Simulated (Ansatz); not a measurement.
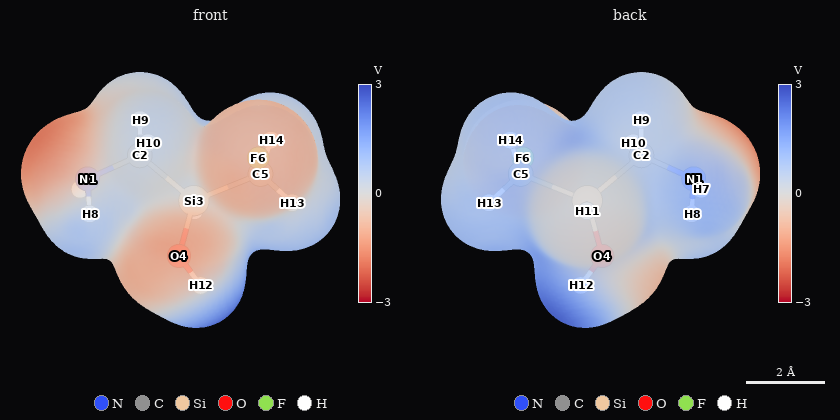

*C$_{2}$H$_{8}$FNOSi. The molecular electrostatic potential painted on the density surface at 0.002 e/bohr³, seen from the front and from behind; red is negative and blue positive.*

Computed with UKS revPBE-D4/cc-pVDZ in Ansatz.

```yaml
atoms:
  - { symbol: N, position_ang: [0.9138, -2.2524, 0.1852] }
  - { symbol: C, position_ang: [0.2501, -1.0758, 0.8054] }
  - { symbol: Si, position_ang: [-0.3601, 0.2237, -0.4442] }
  - { symbol: O, position_ang: [0.9977, 0.3868, -1.4821] }
  - { symbol: C, position_ang: [-0.8137, 1.8795, 0.4165] }
  - { symbol: F, position_ang: [0.2476, 2.2272, 1.2911] }
  - { symbol: H, position_ang: [0.2251, -2.7256, -0.4222] }
  - { symbol: H, position_ang: [1.6126, -1.8904, -0.4839] }
  - { symbol: H, position_ang: [-0.5848, -1.4241, 1.4503] }
  - { symbol: H, position_ang: [0.9670, -0.5732, 1.4902] }
  - { symbol: H, position_ang: [-1.5783, -0.2412, -1.2303] }
  - { symbol: H, position_ang: [0.8336, 0.9445, -2.2650] }
  - { symbol: H, position_ang: [-0.9748, 2.7202, -0.2979] }
  - { symbol: H, position_ang: [-1.7489, 1.7717, 1.0155] }
```

**Which sites attract a positive test charge, and which a negative one?**

A positive charge is drawn to the negative regions and a negative charge to the positive ones. The most negative region (about −1.8 V) lies over N1, the most positive (about +2.4 V) over H12. N1 is the likeliest acceptor of a hydrogen bond.
